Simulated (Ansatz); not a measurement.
```xyz
11

C    -0.9210    1.2020    0.1295
Si    0.6792    0.3428    0.6235
B     0.9130   -1.4646   -0.2807
F     1.9929   -2.1847   -0.0194
S    -0.2416   -2.2159   -1.4453
H    -0.9547    1.3868   -0.9483
H    -1.0131    2.1673    0.6346
H    -1.7930    0.6001    0.4022
H     0.7096    0.1396    2.0958
H     1.8421    1.1988    0.2697
H    -1.1478   -1.2292   -1.4410
```

All numbers below come from RKS BHLYP/def2-SVP (Ansatz 0.2.0).

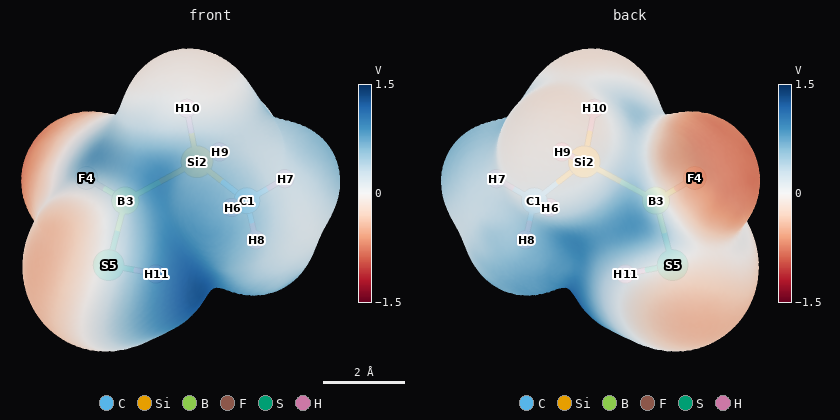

CH$_{6}$BFSSi. The electrostatic potential painted on the density surface at 0.001 e/bohr³, seen from the front and from behind; red is negative and blue positive.

> Where is the surface potential most negative and most positive?

The most negative region (about −0.8 V) lies over F4, the most positive (about +1.2 V) over H11.
